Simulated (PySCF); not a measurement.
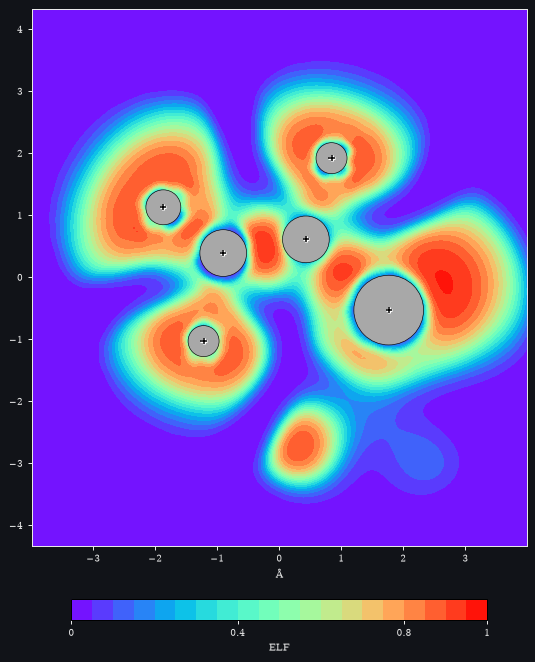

The ELF on a plane through atoms (crosses mark nuclei in the plane; grey discs cover the cores).

Level of theory: PBE0/pcSseg-1, SCF density, gas phase, non-relativistic (PySCF).

Candidates:
A. B3H6N3
B. C3H3F2OS (charge −1)
C. C2H10BNOSi

Which candidate gave the map?

Candidate B: C3H3F2OS on the plane of atoms O6, C5 and F7, which holds S, C, F and O. C–O (1.22 Å): the ELF peaks at about 0.85 between the atoms: a multiple bond. C–C (1.37 Å): the ELF peaks at about 0.95 between the atoms (a covalent bond).
